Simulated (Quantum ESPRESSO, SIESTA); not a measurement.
# In-plane stress of fcc Pt under biaxial strain, QE, PBEsol

Calculated with Quantum ESPRESSO 7.5: PBEsol; plane waves, GBRV 1.5 ultrasoft, 45/270 Ry; k-mesh 8×8×8. The first two cell vectors are strained alike from typed lattice constants; the third vector's length and the atoms are relaxed. The typed cell isn't stress-free: at zero strain the reference's in-plane stress is -3.6 GPa, compression positive.

```
in-plane strain (%)  in-plane stress (GPa, compression positive)
                 -4                                        9.272
                 -3                                        5.283
                 -2                                            ?
                 -1                                       -1.271
                  0                                       -3.608
                 +1                                       -5.471
                 +2                                       -6.887
                 +3                                       -7.663
                 +4                                       -8.159
```

Task: Fit a second-order form in the logarithmic strain to the rows given and interpolate to the withheld row.

**Working.**

With u = ln[(1 + ε)/(1 + ε0)], counted from the row at ε0 = +0 % where y0 = -3.608, a second-order form y = y0 + a u + b u² makes v = (y − y0)/u a line in u.

| u | v |
| --- | --- |
| -0.0408220 | -315.516 |
| -0.0304592 | -291.899 |
| -0.0100503 | -232.530 |
| 0.00995033 | -187.230 |
| 0.0198026 | -165.584 |
| 0.0295588 | -137.184 |
| 0.0392207 | -116.036 |

With n = 7: mean u = 0.00245728, mean v = -206.568, Σ(u − ū)² = 0.0055561, Σ(u − ū)(v − v̄) = 13.913. Slope b = 13.913 / 0.0055561 = 2504.1; intercept a = v̄ − b ū = -212.72.

At the withheld row u = -0.02020, v = a + b u = -263.3, and y = y0 + u v.

Prediction at -2: 1.712 GPa. The run gave 1.674 GPa, so the fit is high by 0.038 GPa (2.2 % of the value).

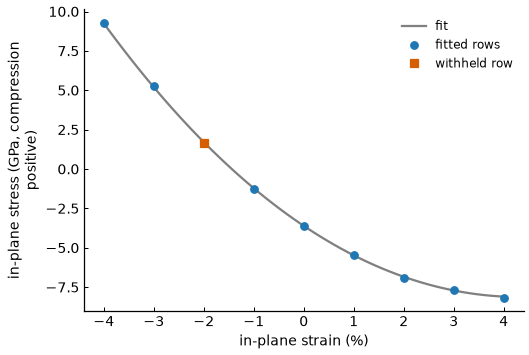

The fit, the rows that it rests on and the withheld row.

The first-order term gives a biaxial modulus of 213 GPa at ε0. The second-order term makes up 19 % of v at the withheld row. Among the rows given, the largest miss of the fit is at -3, by 0.088 GPa (0.51 % of the range of the table).

Limits: The nuclei are static. The DFT runs use Fermi–Dirac occupations of width 0.1 eV, and energies are free energies.

[Logs are printed without paths, hosts, clocks, repeated set-up lines and the standing remarks that a program may print on its own settings, such as how far it seeks lower states.]

[Hosts, paths, dates, database ids (printed as entryN), source tags and the programs' standing remarks are cut or masked in the printed files.]
